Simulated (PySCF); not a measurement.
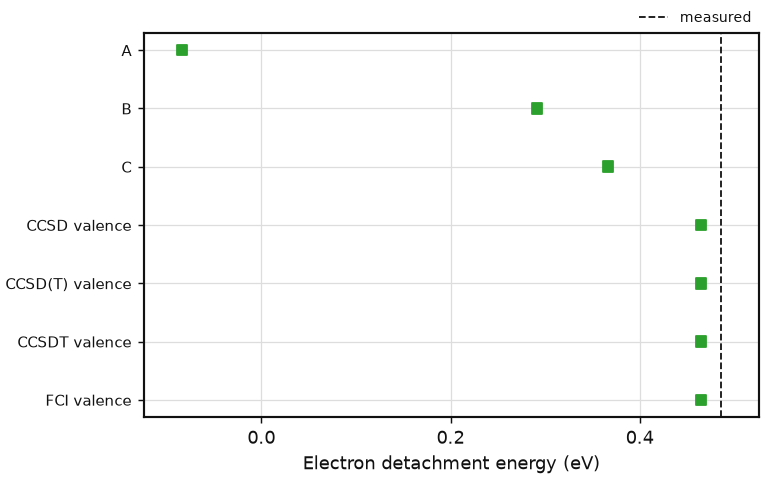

The electron detachment energy of Rb⁻ ([Kr] 5s² → [Kr] 5s) by several methods, in rising order. PySCF, x2c-QZVPPall plus 1 diffuse shell for each l, spin-free X2C-1e, unrestricted single determinants, no spin-orbit coupling. Methods marked “valence” freeze 36 core electrons. The lettered entries are HF, MP2 valence and SCS-MP2 valence in some order.

Which letter is which method?

A is HF (−0.084 eV); B is MP2 valence (0.291 eV); C is SCS-MP2 valence (0.366 eV). The values run from −0.084 eV (HF) to 0.465 eV (CCSD valence, CCSD(T) valence, CCSDT valence and FCI valence). The measured value is 0.486 eV; nearest to it come CCSD valence (−0.021) and FCI valence (−0.021), furthest HF (−0.570 eV).

Caveat: large single amplitudes.
